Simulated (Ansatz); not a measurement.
# Electron scattering at the Σ5 (210) boundary in bcc Mo

How much does the Σ5 (210) boundary in bcc Mo reflect electrons?

Program: Ansatz 0.2.0. Level of theory: Ansatz plane-wave DFT, PBE, PAW files; relaxation of a bicrystal slab with its lowest layers held; PAW set soft_1, in the first sound run; inputs show where later runs differ. Results are calculated unless marked as measured.

## Step 1: Starting point

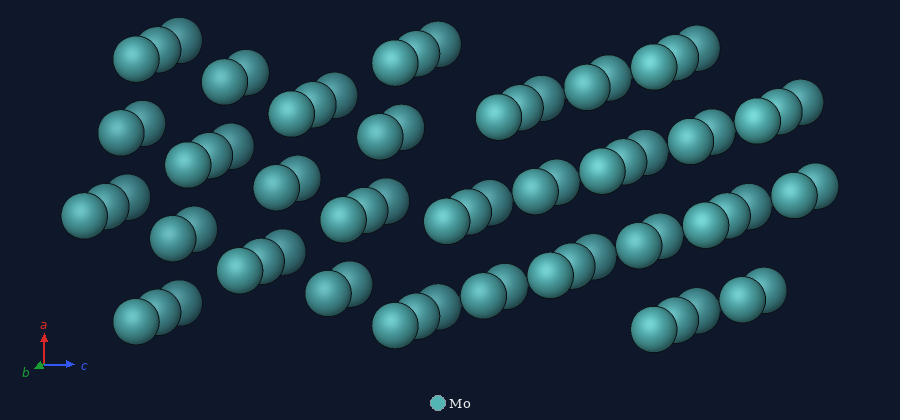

The starting structure, seen from the side, with the c axis across the page (molybdenum teal). 1×2×1 cells are drawn. Some periodic images of atoms are drawn too.

The cell holds 27 atoms: 27 Mo. Its edges and angles: a = 7.037 Å, b = 3.147 Å, c = 30.000 Å, α = 90.0°, β = 90.0°, γ = 90.0°. It derives from Mo. built on the (2 1 0) plane; 2 overlapping atoms removed and the grains opened by 0 Å. Vacuum lies along c.

## Step 2: Relaxing the bicrystal

The boundary is built by mirroring the lower grain in the boundary plane and removing any atoms that overlap. A thin bicrystal slab is relaxed first, with the lowest layers held and the upper grain free to shift and open.

input.yaml

```yaml
crystal:
  lattice:
    - [7.0369059252, 0.0, 0.0]
    - [0.0, 3.147, 0.0]
    - [0.0, 0.0, 29.9996459975]
  atoms:
    - { symbol: Mo, position: [0.3999999999, 0.0, 0.1666686334] }
    - { symbol: Mo, position: [0.6999999999, 0.5, 0.1901252632] }
    - { symbol: Mo, position: [0.9999999999, 0.0, 0.2135818931] }
    - { symbol: Mo, position: [0.2999999999, 0.5, 0.237038523] }
    - { symbol: Mo, position: [0.6, 0.0, 0.2604951529] }
    - { symbol: Mo, position: [0.9, 0.5, 0.2839517827] }
    - { symbol: Mo, position: [0.2, 0.0, 0.3074084126] }
    - { symbol: Mo, position: [0.5, 0.5, 0.3308650425] }
    - { symbol: Mo, position: [0.8, 0.0, 0.3543216724] }
    - { symbol: Mo, position: [0.1, 0.5, 0.3777783022] }
    - { symbol: Mo, position: [0.4, 0.0, 0.4012349321] }
    - { symbol: Mo, position: [0.7, 0.5, 0.424691562] }
    - { symbol: Mo, position: [0.0, 0.0, 0.4481481919] }
    - { symbol: Mo, position: [0.4, 0.0, 0.4950614516] }
    - { symbol: Mo, position: [0.1, 0.5, 0.5185180815] }
    - { symbol: Mo, position: [0.8, 0.0, 0.5419747113] }
    - { symbol: Mo, position: [0.5, 0.5, 0.5654313412] }
    - { symbol: Mo, position: [0.2, 0.0, 0.5888879711] }
    - { symbol: Mo, position: [0.9, 0.5, 0.612344601] }
    - { symbol: Mo, position: [0.6, 0.0, 0.6358012308] }
    - { symbol: Mo, position: [0.2999999999, 0.5, 0.6592578607] }
    - { symbol: Mo, position: [0.9999999999, 0.0, 0.6827144906] }
    - { symbol: Mo, position: [0.6999999999, 0.5, 0.7061711205] }
    - { symbol: Mo, position: [0.3999999999, 0.0, 0.7296277503] }
    - { symbol: Mo, position: [0.0999999999, 0.5, 0.7530843802] }
    - { symbol: Mo, position: [0.7999999999, 0.0, 0.7765410101] }
    - { symbol: Mo, position: [0.4999999999, 0.5, 0.79999764] }
kpoints:
  mp_grid: { grid: [4, 7, 1] }
hamiltonian:
  xc: pbe
  pseudopotentials: { kind: paw, azcp: { folder: soft_1 } }
scf:
  occupations: { method: fermi_dirac, width: 0.1 }
relax:
  f_tol: 0.03
  max_steps: 80
  constraints: [{ sites: [0, 1, 2, 3, 4] }]
```

Started as:

```bash
ansatz run input.yaml --threads 8 --pin off --max-ram 15360MiB --backend cpu --events-out ev --progress --plain --runs-dir out
```

Numbers of over 12 decimals in the logs are rounded to 6 here.

The program printed:

```text
Engine: ansatz 0.2.0, x86_64-unknown-linux-gnu
Pseudopotentials: kind: paw
Pseudopotential: Mo, paw, valence charge 14, recommended cutoff 420 eV (normal), soft_1/Mo.paw.azcp
Functional definition: PBE
  parameter kappa = 0.804
  parameter beta = 0.066725
  exchange = pbe_x(kappa = kappa, mu = beta*pi^2/3)
  correlation = pbe_c(beta = beta)
Crystal: 27 atoms, lattice volume = 664.346 Å³
Basis set: ecut = 420 eV, 13009 PW (Γ), exchange–correlation on 96×48×432 points (8 copies of the dense FFT grid, shifted against one another)
Bands: 227, of which v1, the nominal top of the filled ones, is band 189 counted from 1 (188 counted from 0)
Symmetry: 2 space group operations
Space group: Pm (ITA 6), of the structure as read, at distance tolerance 8.7e-5 Å
k-points: 12 of 28 (time reversal used)
Non-local potential: Mo, projectors of the file, l = 0: 3, l = 1: 2, l = 2: 2, l = 3: 1
PAW form: soft (Blöchl's): semilocal exchange-correlation on the pseudo side does not see the compensation charge
PAW one-centre angular grid: Mo, 590 points (default); XC on 64 Gauss nodes
Initial density: superposition of atomic densities (neutral atoms: chi_scale 0, normalization atom)
Initial wavefunctions: pseudopotential atomic-orbital guess
Functional: x = pbe(κ = 0.804, μ = 0.219515), c = pbe(β = 0.066725)
SCF iter   1: F=—  HF=-133822.331642 eV  |F-HF|=—  |Δ(HF+E_count)|=         —  Δρ=8.68e-2  dr2=2.68e2  ethr=3.10e-3  ⟨swp⟩=8.2  Hψ=11918  notcnv=0
preconditioner: auto → LDOS  [metal: Δε(μ)=0.018 eV  Ē_g=4.334 eV  σ=0.100 eV  W_gap=0.05  n_scr=176 (ndim 8)  ℏωp=18.3 eV  f_vac=0.288  D(μ)=24.07/eV (n_scr^D=186)  β→1.0]
SCF iter   2: F=—  HF=-133809.399112 eV  |F-HF|=—  |Δ(HF+E_count)|=    1.29e1  Δρ=6.08e-2  dr2=1.46e2  ethr=3.10e-3  ⟨swp⟩=4.0  Hψ=7468  notcnv=0
SCF iter   3: F=—  HF=-133801.527475 eV  |F-HF|=—  |Δ(HF+E_count)|=    7.87e0  Δρ=1.12e-2  dr2=2.39e0  ethr=3.10e-3  ⟨swp⟩=3.8  Hψ=6442  notcnv=0
SCF iter   4: F=—  HF=-133801.212483 eV  |F-HF|=—  |Δ(HF+E_count)|=   3.15e-1  Δρ=4.13e-3  dr2=2.02e-1  ethr=6.33e-4  ⟨swp⟩=3.8  Hψ=5740  notcnv=0
SCF iter   5: F=—  HF=-133801.183917 eV  |F-HF|=—  |Δ(HF+E_count)|=   2.86e-2  Δρ=1.38e-3  dr2=6.92e-2  ethr=5.35e-5  ⟨swp⟩=2.7  Hψ=4990  notcnv=0
SCF iter   6: F=—  HF=-133801.184332 eV  |F-HF|=—  |Δ(HF+E_count)|=   4.15e-4  Δρ=5.28e-4  dr2=7.56e-3  ethr=1.83e-5  ⟨swp⟩=1.8  Hψ=3123  notcnv=0
SCF iter   7: F=—  HF=-133801.185816 eV  |F-HF|=—  |Δ(HF+E_count)|=   1.48e-3  Δρ=1.36e-4  dr2=3.54e-4  ethr=2.00e-6  ⟨swp⟩=2.0  Hψ=3431  notcnv=0
SCF iter   8: F=—  HF=-133801.185854 eV  |F-HF|=—  |Δ(HF+E_count)|=   3.71e-5  Δρ=7.74e-5  dr2=1.24e-4  ethr=9.37e-8  ⟨swp⟩=2.7  Hψ=4568  notcnv=0
SCF iter   9: F=-133801.185852 eV  HF=-133801.185859 eV  |F-HF|=6.73e-6  |Δ(HF+E_count)|=   5.72e-6  Δρ=2.66e-5  dr2=1.06e-5  ethr=5.95e-9  ⟨swp⟩=3.5  Hψ=10328  notcnv=0
SCF 1 converged in 9 iterations: F = -133801.185852 eV  dr2 = 1.06e-5
  greatest PAW one-centre occupation: 0.999 electrons in one spin orbital (limit 2), on the Mo atom at site 8 (counted from 0), in its partial waves of l = 0
relax step   1: F+E_penalty+E_count = -133801.18585250 eV  Δ(F+E_penalty+E_count) = +0.000e0 eV  max|allowed force component| = 1.777e0 eV/Å  Δτ_max = 0.0000 Å  (9 SCF iters, dr2 threshold 2.25e-5 eV, accepted)
Initial density: handed on by an earlier stage of this run
Initial wavefunctions: those handed on with the density
iter 1 solved again at ethr=7.86e-4 eV; its pass at ethr=3.10e-3 eV (dr2=2.97e0 eV) is discarded
SCF iter   1: F=—  HF=-133801.953461 eV  |F-HF|=—  |Δ(HF+E_count)|=         —  Δρ=1.19e-2  dr2=3.16e0  ethr=7.86e-4  ⟨swp⟩=1.8  Hψ=8939  notcnv=0
eigensolver tolerance schedule calibrated: the retry pair's looser diagonalisation under-reported the residual by θ = 0.06 (0.10/decade); ethr = c·dr2/N_el runs at the constant in force after the calibration composes with the one it found (an armed cap, an earlier calibration), c = 1.0e-1
preconditioner: auto → LDOS  [metal: Δε(μ)=0.030 eV  Ē_g=3.828 eV  σ=0.100 eV  W_gap=0.07  n_scr=176 (ndim 8)  ℏωp=18.3 eV  f_vac=0.294  D(μ)=22.92/eV (n_scr^D=176)  β→1.0]
SCF iter   2: F=—  HF=-133801.848858 eV  |F-HF|=—  |Δ(HF+E_count)|=   1.05e-1  Δρ=5.04e-3  dr2=5.40e-1  ethr=7.86e-4  ⟨swp⟩=4.8  Hψ=4876  notcnv=0  defer=1
SCF iter   3: F=—  HF=-133801.806553 eV  |F-HF|=—  |Δ(HF+E_count)|=   4.23e-2  Δρ=2.47e-3  dr2=1.17e-1  ethr=1.42e-4  ⟨swp⟩=2.8  Hψ=5113  notcnv=0
SCF iter   4: F=—  HF=-133801.791887 eV  |F-HF|=—  |Δ(HF+E_count)|=   1.47e-2  Δρ=4.63e-4  dr2=3.05e-3  ethr=3.07e-5  ⟨swp⟩=2.6  Hψ=4196  notcnv=0
SCF iter   5: F=—  HF=-133801.792840 eV  |F-HF|=—  |Δ(HF+E_count)|=   9.53e-4  Δρ=1.38e-4  dr2=3.31e-4  ethr=8.04e-7  ⟨swp⟩=2.9  Hψ=4992  notcnv=0
SCF iter   6: F=-133801.792869 eV  HF=-133801.792884 eV  |F-HF|=1.48e-5  |Δ(HF+E_count)|=   4.38e-5  Δρ=5.36e-5  dr2=3.99e-5  ethr=2.63e-8  ⟨swp⟩=3.2  Hψ=10308  notcnv=0
SCF 2 converged in 6 iterations: F = -133801.792869 eV  dr2 = 3.99e-5
  greatest PAW one-centre occupation: 0.999 electrons in one spin orbital (limit 2), on the Mo atom at site 23 (counted from 0), in its partial waves of l = 0
relax step   2: F+E_penalty+E_count = -133801.79286878 eV  Δ(F+E_penalty+E_count) = -6.070e-1 eV  max|allowed force component| = 8.648e-1 eV/Å  Δτ_max = 0.1949 Å  (6 SCF iters, dr2 threshold 1.00e-4 eV, accepted)
SCF iter   1: F=—  HF=-133802.564076 eV  |F-HF|=—  |Δ(HF+E_count)|=         —  Δρ=2.13e-2  dr2=2.40e1  ethr=3.10e-3  ⟨swp⟩=5.5  Hψ=6877  notcnv=0
preconditioner: auto → LDOS  [metal: Δε(μ)=0.010 eV  Ē_g=3.862 eV  σ=0.100 eV  W_gap=0.02  n_scr=176 (ndim 8)  ℏωp=18.3 eV  f_vac=0.300  D(μ)=23.37/eV (n_scr^D=186)  β→1.0]
SCF iter   2: F=—  HF=-133802.158731 eV  |F-HF|=—  |Δ(HF+E_count)|=   4.05e-1  Δρ=6.69e-3  dr2=7.01e-1  ethr=3.10e-3  ⟨swp⟩=2.0  Hψ=3425  notcnv=0
SCF iter   3: F=—  HF=-133802.099248 eV  |F-HF|=—  |Δ(HF+E_count)|=   5.95e-2  Δρ=4.61e-3  dr2=2.80e-1  ethr=1.86e-4  ⟨swp⟩=3.6  Hψ=5533  notcnv=0
SCF iter   4: F=—  HF=-133802.053117 eV  |F-HF|=—  |Δ(HF+E_count)|=   4.61e-2  Δρ=1.57e-3  dr2=3.00e-2  ethr=7.42e-5  ⟨swp⟩=2.0  Hψ=4003  notcnv=0
SCF iter   5: F=—  HF=-133802.047880 eV  |F-HF|=—  |Δ(HF+E_count)|=   5.24e-3  Δρ=3.98e-4  dr2=2.42e-3  ethr=7.94e-6  ⟨swp⟩=2.0  Hψ=4708  notcnv=0
SCF iter   6: F=—  HF=-133802.047598 eV  |F-HF|=—  |Δ(HF+E_count)|=   2.82e-4  Δρ=9.93e-5  dr2=1.44e-4  ethr=6.40e-7  ⟨swp⟩=2.1  Hψ=3915  notcnv=0
SCF iter   7: F=-133802.047585 eV  HF=-133802.047591 eV  |F-HF|=6.32e-6  |Δ(HF+E_count)|=   7.04e-6  Δρ=2.57e-5  dr2=1.17e-5  ethr=1.24e-8  ⟨swp⟩=2.9  Hψ=11033  notcnv=0
SCF 3 converged in 7 iterations: F = -133802.047585 eV  dr2 = 1.17e-5
relax step   3: F+E_penalty+E_count = -133802.04758512 eV  Δ(F+E_penalty+E_count) = -2.547e-1 eV  max|allowed force component| = 4.272e-1 eV/Å  Δτ_max = 0.2000 Å  (7 SCF iters, dr2 threshold 4.67e-5 eV, accepted)
[...]
relax step   4: F+E_penalty+E_count = -133802.12724955 eV  Δ(F+E_penalty+E_count) = -7.966e-2 eV  max|allowed force component| = 1.395e-1 eV/Å  Δτ_max = 0.1905 Å  (7 SCF iters, dr2 threshold 4.32e-5 eV, accepted)
[...]
relax step   5: F+E_penalty+E_count = -133802.11860332 eV  Δ(F+E_penalty+E_count) = +8.646e-3 eV  max|allowed force component| = 2.924e-1 eV/Å  Δτ_max = 0.1060 Å  (7 SCF iters, dr2 threshold 2.07e-6 eV, rejected (line search))
[...]
relax step   6: F+E_penalty+E_count = -133802.13634829 eV  Δ(F+E_penalty+E_count) = -9.099e-3 eV  max|allowed force component| = 1.332e-1 eV/Å  Δτ_max = 0.0530 Å  (8 SCF iters, accepted)
[...]
relax step   7: F+E_penalty+E_count = -133802.14183771 eV  Δ(F+E_penalty+E_count) = -5.489e-3 eV  max|allowed force component| = 6.809e-2 eV/Å  Δτ_max = 0.0386 Å  (7 SCF iters, dr2 threshold 1.89e-6 eV, accepted)
[...]
relax step   8: F+E_penalty+E_count = -133802.14292734 eV  Δ(F+E_penalty+E_count) = -1.090e-3 eV  max|allowed force component| = 2.243e-2 eV/Å  Δτ_max = 0.0242 Å  (6 SCF iters, dr2 threshold 1.21e-6 eV, accepted)
iter 1 solved again at ethr=1.43e-10 eV; its pass at ethr=3.10e-3 eV (dr2=5.40e-7 eV) is discarded
SCF iter   1: F=—  HF=-133802.142889 eV  |F-HF|=—  |Δ(HF+E_count)|=         —  Δρ=6.47e-6  dr2=5.40e-7  ethr=1.43e-10  ⟨swp⟩=2.7  Hψ=6596  notcnv=0
preconditioner: auto → LDOS  [metal: Δε(μ)=0.026 eV  Ē_g=3.884 eV  σ=0.100 eV  W_gap=0.07  n_scr=176 (ndim 8)  ℏωp=18.3 eV  f_vac=0.306  D(μ)=22.85/eV (n_scr^D=176)  β→1.0]
SCF iter   2: F=—  HF=-133802.142928 eV  |F-HF|=—  |Δ(HF+E_count)|=   3.93e-5  Δρ=7.30e-6  dr2=8.43e-7  ethr=1.43e-10  ⟨swp⟩=2.5  Hψ=5333  notcnv=0
SCF iter   3: F=-133802.142928 eV  HF=-133802.142928 eV  |F-HF|=3.09e-8  |Δ(HF+E_count)|=   8.56e-8  Δρ=1.84e-6  dr2=4.94e-8  ethr=2.65e-11  ⟨swp⟩=3.0  Hψ=10597  notcnv=0
SCF 9 converged in 3 iterations: F = -133802.142928 eV  dr2 = 4.94e-8
relax step   9: F+E_penalty+E_count = -133802.14292768 eV  Δ(F+E_penalty+E_count) = -3.420e-7 eV  max|allowed force component| = 2.242e-2 eV/Å  Δτ_max = 0.0000 Å  (3 SCF iters, accepted)
SCF converged after 3 iterations
Free energy (F): -133802.142928 eV
Harris-Foulkes:  -133802.142928 eV  (|F-HF|=3.09e-8)
Internal energy: -133801.378469 eV  (E = F + TS)
E sigma→0 (E₀):  -133801.760698 eV
Entropy (-TS):   -0.764458 eV (-28.313 meV/atom)
Fermi energy:    11.893974 eV
--- Per-component energies (eV) ---
  E_band       = -4887.729845
  E_kinetic    = 11379.952475
  E_local      = -376323.067736  (includes V_loc(G=0)·N_el)
  E_nonlocal   = 4014.771739
  E_hartree    = 183136.067972
  E_xc         = -4744.048892
  E_vxc        = -5912.916157  (∫ρ·V_xc dr)
  E_paw        = -86722.438304  (= ΣΔE_a)
  E_vpaw       = -4318.609294  (= ΣTr[D̂ρ^β])
  E_aug_tail   = 0.001314  (compensation charges beyond the density's cutoff)
  E_ewald      = 135457.382963
  E_smearing   = -0.764458  (= −TS)
  E_closure    = -0.000000  (closes the sum)
  Σ components = -133802.142928   (vs F -133802.142928, Δ=0.00e0)
--- Forces (eV/Å), atoms counted from 1 ---
  atom   1  Mo     0.73953035     0.00000000     1.68277443
  atom   2  Mo    -0.88862680     0.00000000     0.19024138
  atom   3  Mo    -0.04516851     0.00000000    -0.29633148
  atom   4  Mo     0.06217833     0.00000000    -1.07970946
  atom   5  Mo     0.13906673     0.00000000    -0.49749981
  atom   6  Mo     0.00738291     0.00000000     0.00796625
  atom   7  Mo    -0.00260464     0.00000000     0.00516733
  atom   8  Mo     0.00557667     0.00000000    -0.00700633
  atom   9  Mo    -0.00766558     0.00000000    -0.01648938
  atom  10  Mo     0.01132152     0.00000000     0.01074667
  atom  11  Mo     0.00462827     0.00000000     0.00866527
  atom  12  Mo     0.00853150     0.00000000    -0.02242101
  atom  13  Mo     0.01410157     0.00000000     0.00613301
  atom  14  Mo    -0.01018288     0.00000000     0.01592293
  atom  15  Mo    -0.00733989     0.00000000     0.00533723
  atom  16  Mo    -0.01683710     0.00000000    -0.00496921
  atom  17  Mo    -0.01859875     0.00000000    -0.02203394
  atom  18  Mo    -0.00759931     0.00000000     0.01251053
  atom  19  Mo    -0.00122588     0.00000000    -0.01211427
  atom  20  Mo     0.00532865     0.00000000    -0.00005533
  atom  21  Mo    -0.00015396     0.00000000     0.00809314
  atom  22  Mo     0.01289259     0.00000000     0.01019531
  atom  23  Mo     0.00772818     0.00000000    -0.01616197
  atom  24  Mo    -0.00026928     0.00000000     0.00914045
  atom  25  Mo     0.00639241     0.00000000    -0.00314329
  atom  26  Mo    -0.00639256     0.00000000     0.00367678
  atom  27  Mo    -0.01198562     0.00000000     0.00136971
  max |Σ_I F_I| component: 8.92e-6 eV/Å
--- Relaxed structure (9 steps of the walk, 8 accepted, 0 SCFs on fresh bases) ---
  F+E_penalty+E_count = -133802.14292768 eV   max|allowed force component| = 2.242e-2 eV/Å
  atoms:
    - { symbol: Mo, position: [0.3999999999, 0.0, 0.166669] }
    - { symbol: Mo, position: [0.700000, 0.500000, 0.190125] }
    - { symbol: Mo, position: [1.000000, 0.0, 0.213582] }
    - { symbol: Mo, position: [0.300000, 0.500000, 0.237039] }
    - { symbol: Mo, position: [0.6, 0.0, 0.260495] }
    - { symbol: Mo, position: [0.898944, 0.500000, 0.282748] }
    - { symbol: Mo, position: [0.199940, 0.0, 0.306964] }
    - { symbol: Mo, position: [0.502396, 0.500000, 0.332077] }
    - { symbol: Mo, position: [0.795189, 0.0, 0.355795] }
    - { symbol: Mo, position: [0.098071, 0.500000, 0.374621] }
    - { symbol: Mo, position: [0.406469, 0.0, 0.401883] }
    - { symbol: Mo, position: [0.705566, 0.500000, 0.433646] }
    - { symbol: Mo, position: [0.028510, 0.0, 0.442441] }
    - { symbol: Mo, position: [0.397911, 0.0, 0.485321] }
    - { symbol: Mo, position: [0.080701, 0.500000, 0.509987] }
    - { symbol: Mo, position: [0.777436, 0.0, 0.528145] }
    - { symbol: Mo, position: [0.486403, 0.500000, 0.553461] }
    - { symbol: Mo, position: [0.180444, 0.0, 0.578816] }
    - { symbol: Mo, position: [0.881713, 0.500000, 0.600958] }
    - { symbol: Mo, position: [0.583231, 0.0, 0.624301] }
    - { symbol: Mo, position: [0.285406, 0.500000, 0.648205] }
    - { symbol: Mo, position: [0.984213, 0.0, 0.672764] }
    - { symbol: Mo, position: [0.685289, 0.500000, 0.694577] }
    - { symbol: Mo, position: [0.381307, 0.0, 0.720304] }
    - { symbol: Mo, position: [0.076575, 0.500000, 0.742157] }
    - { symbol: Mo, position: [0.777293, 0.0, 0.764755] }
    - { symbol: Mo, position: [0.497869, 0.500000, 0.783162] }
```

It took 6.5 min on 8 threads of Intel Xeon at 2.50GHz (Skylake/Cascade Lake), shared host; peak memory 5.3 GiB; 48 min of CPU time.

The steps of the relaxation:

| step | energy less that of the first step (eV) | largest force component (eV/Å) |
| --- | --- | --- |
| 1 | 0.0000 | 1.7767 |
| 2 | -0.6070 | 0.8648 |
| 3 | -0.8617 | 0.4272 |
| 4 | -0.9414 | 0.1395 |
| 5 | -0.9328 | 0.2924 |
| 6 | -0.9505 | 0.1332 |
| 7 | -0.9560 | 0.0681 |
| 8 | -0.9571 | 0.0224 |
| 9 | -0.9571 | 0.0224 |

Relaxation step 5 was tried and not accepted.

Forces are held to the 2 operations that the run works with; a distortion that breaks them can't arise in this run.

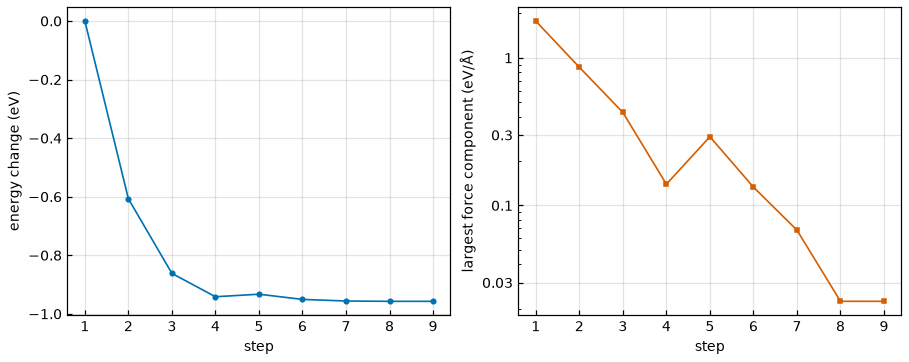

Energy and largest force along the relaxation.

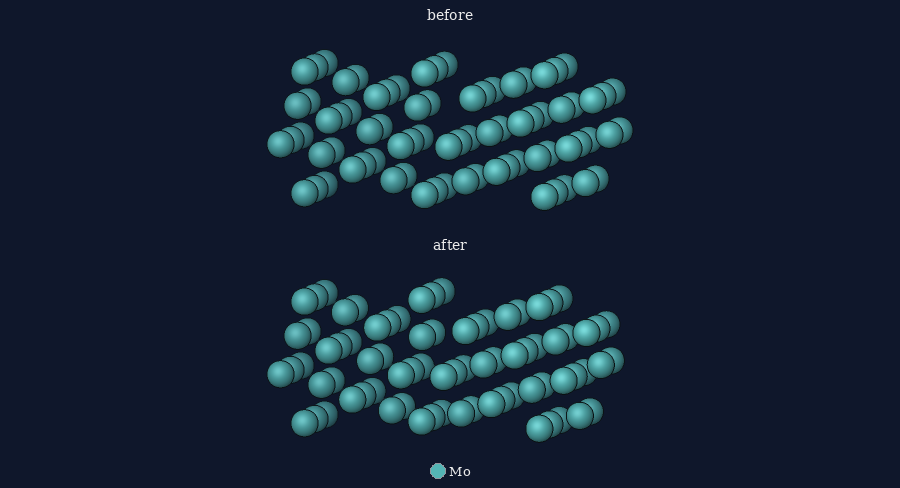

Before and after, at one scale.

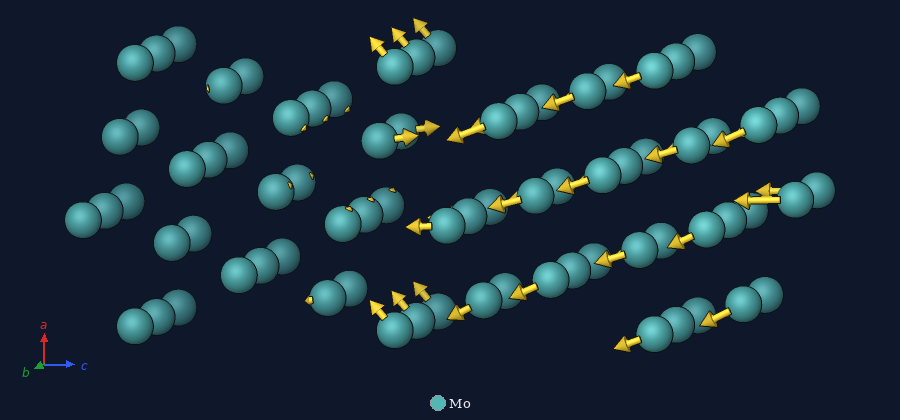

Displacements in the relaxation, exaggerated; the longest in the cell stands for 0.51 Å. 1×2×1 cells are drawn. Some periodic images of atoms are drawn too.

The atoms that moved most (Å):

| atom | dx | dy | dz | length |
| --- | --- | --- | --- | --- |
| Mo27 | -0.015 | 0.000 | -0.505 | 0.505 |
| Mo16 | -0.159 | 0.000 | -0.415 | 0.444 |
| Mo26 | -0.160 | 0.000 | -0.354 | 0.388 |
| Mo17 | -0.096 | 0.000 | -0.359 | 0.372 |
| Mo25 | -0.165 | 0.000 | -0.328 | 0.367 |
| Mo19 | -0.129 | 0.000 | -0.342 | 0.365 |
| Mo20 | -0.118 | 0.000 | -0.345 | 0.365 |
| Mo23 | -0.104 | 0.000 | -0.348 | 0.363 |

This step gave:

```yaml
free_energy: -133802.1429 eV
energy_at_zero_smearing: -133801.7607 eV
fermi_energy: 11.89 eV
```

The largest force component on a free atom ends at 0.022 eV/Å, under the tolerance of 0.03, after 9 steps.

(Continued in part 2 of 3.)

[Logs are printed without paths, hosts, clocks, repeated set-up lines and the standing remarks that a program may print on its own settings, such as how far it seeks lower states.]

[Hosts, paths, dates, database ids (printed as entryN), source tags and the programs' standing remarks are cut or masked in the printed files.]
